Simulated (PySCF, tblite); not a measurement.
# C5H9NSSi: geometry, infrared bands and NMR shifts

What infrared bands and NMR shifts should C5H9NSSi (`C=CC[C@H](C#N)S[SiH3]`) show?

Programs: tblite 0.8.0 and PySCF 2.14.0, with density-fitted response routines of our own. Each step states its level of theory. These are calculated values for one molecule in the gas phase, unless marked as measured. Atoms are numbered from 0 throughout.

**1. Starting geometry**

17 atoms, charge 0, multiplicity 1; geometry from: force field or distance geometry start.

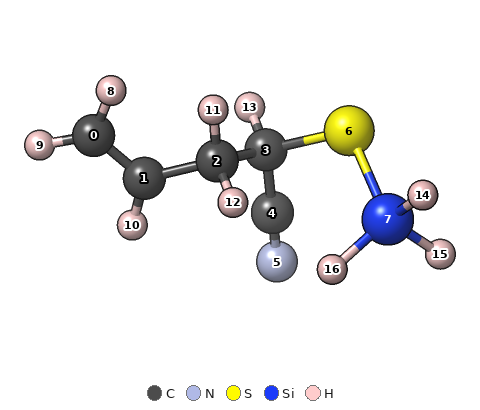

The starting geometry (carbon dark grey, nitrogen light blue, sulfur yellow, silicon blue, hydrogen pink), atoms numbered.

**2. Optimising the geometry with GFN2-xTB**

What the job is given:

```
{"job": {"kind": "relax", "xc": "GFN2-xTB", "basis": "xTB"}, "charge": 0, "multiplicity": 1}
C     -3.044100     0.310400     0.184200
C     -1.864900    -0.156000     0.598200
C     -0.631200     0.289800    -0.124100
C      0.152100    -0.804500    -0.762900
C      0.632500    -1.777500     0.232000
N      0.998000    -2.557200     1.012300
S      1.576900     0.005700    -1.538400
Si     2.866400     0.877200    -0.046200
H     -2.985400     0.990600    -0.669400
H     -3.977900     0.033100     0.665600
H     -1.813400    -0.846200     1.450300
H     -1.004700     0.925400    -0.960500
H     -0.065000     0.885400     0.614100
H     -0.430400    -1.383800    -1.513700
H      3.395000     2.174300    -0.554200
H      4.015000    -0.015100     0.158500
H      2.174000     1.060600     1.244200
```

The run is started by

```
> OMP_NUM_THREADS=1 python probes_run.py task.json out
```

The driver reads the jobs from task.json and runs them one after another.

**Question.** This job is followed by: GFN2-xTB harmonic vibrations, gas phase; GIAO PBE0/pcSseg-1 NMR shielding, non-relativistic, gas phase. Predict these results of the whole session: strongest single infrared mode (GFN2-xTB); zero-point energy (GFN2-xTB); ¹³C shifts against TMS (PBE0/pcSseg-1); ¹H shifts against TMS (PBE0/pcSseg-1, means over atoms taken as alike); ¹⁵N shifts against NH3 (PBE0/pcSseg-1); ³³S shifts against CS2 (PBE0/pcSseg-1); ²⁹Si shifts against TMS (PBE0/pcSseg-1).

As calculated:

| quantity | value |
| --- | --- |
| strongest single infrared mode (GFN2-xTB) | 778 cm⁻¹, 396 km/mol |
| zero-point energy (GFN2-xTB) | 76.1 kcal/mol |
| ¹³C shifts against TMS (PBE0/pcSseg-1) | 143.1, 126.3, 123.0, 46.0, 31.6 ppm |
| ¹H shifts against TMS (PBE0/pcSseg-1, means over atoms taken as alike) | 6.37, 5.60, 5.56, 4.68, 3.17, 2.87, 2.34 ppm |
| ¹⁵N shifts against NH3 (PBE0/pcSseg-1) | 307.9 ppm |
| ³³S shifts against CS2 (PBE0/pcSseg-1) | -91 ppm |
| ²⁹Si shifts against TMS (PBE0/pcSseg-1) | -61.7 ppm |

What this shows: The optimisation took 120 steps and gained 0.475 eV; among the close pairs (by a distance rule), C2–C3 changed most, from 1.490 to 1.535 Å. All 45 modes are real, so the xTB geometry is a minimum. The strongest single mode, at 778 cm⁻¹, moves mainly H16 and H15. GFN2-xTB is a fitted tight-binding method: band positions and strengths are rough. Its intensities can rank the bands wrongly. The most deshielded carbon is C1 (alkene CH), at 143.1 ppm: as expected for a trigonal carbon in a double bond. The most deshielded hydrogen is H10 (hydrogen on an alkene CH), at 6.37 ppm: olefinic region. At PBE0/pcSseg-1: The widest tensor belongs to S6: span 513 ppm, with a paramagnetic part of -463 ppm.
